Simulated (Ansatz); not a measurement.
Input file:

```
crystal:
  periodic: [false, false, false]
  atoms:
    - {symbol: C, position_ang: [-2.854661, -0.312813, -0.919363]}
    - {symbol: Cl, position_ang: [-1.994897, -0.169012, 0.655681]}
    - {symbol: Cl, position_ang: [0.191547, -1.008101, -3.356857]}
    - {symbol: Cl, position_ang: [-1.179596, 2.652665, -2.945336]}
    - {symbol: In, position_ang: [-1.415091, 0.389957, -2.374211]}
    - {symbol: H, position_ang: [-3.752371, 0.317962, -0.890266]}
    - {symbol: H, position_ang: [-3.122834, -1.364858, -1.080267]}
basis:
  gaussian:
    orbitals: def2-TZVPD
hamiltonian:
  xc: pbe0
output: {forces: true, orbitals: {seedname: orbitals}}
```

Launched as:

```sh
ansatz run input.yaml --threads 2 --pin off --max-ram 4350MiB --events-out events.jsonl --progress --plain --runs-dir runs
```

Geometry: r2SCAN-D4/def2-SVP; core potentials replace the inner electrons of In.

Method: Ansatz 0.2.0, isolated molecule in a Gaussian basis; Kohn-Sham density functional theory, functional PBE0.

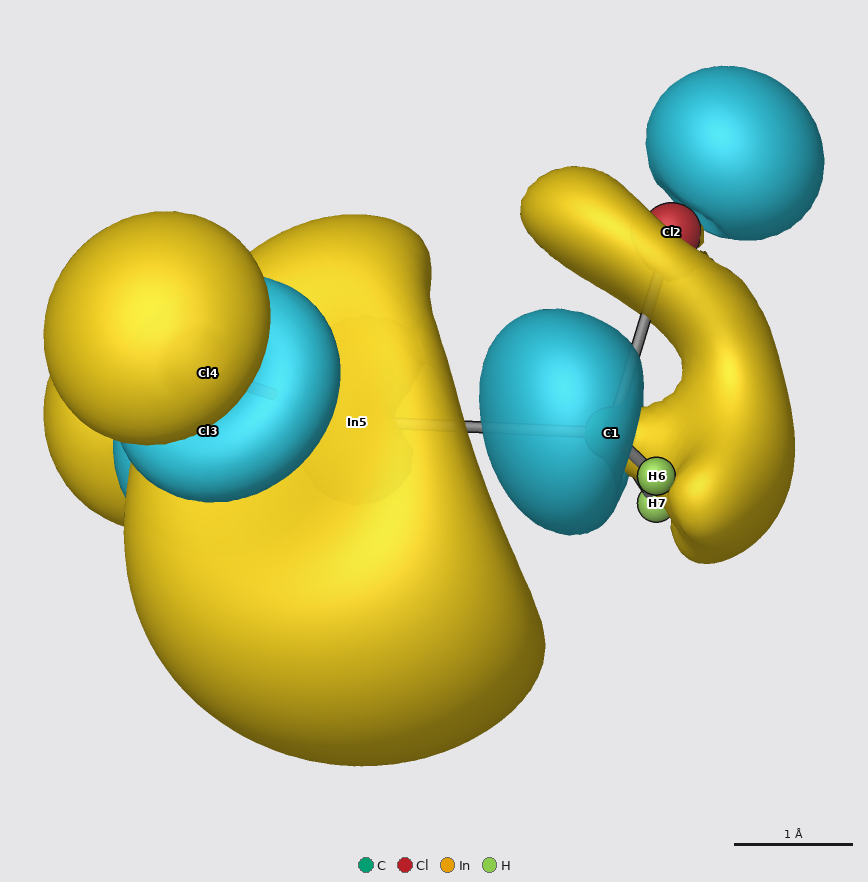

CH₂Cl₃In (SMILES Cl[CH2][In]([Cl])[Cl]). One frontier orbital at ±0.06 Å⁻³ᐟ² (yellow and cyan are the two phases), seen from one side.

**Which orbital is it: HOMO or LUMO?**

The LUMO, at −2.41 eV. Its weight (Hirshfeld) is mainly on In5 (about 50 %), C1 (about 15 %), Cl4 (about 15 %), Cl3 (about 15 %) and Cl2 (about 5 %).
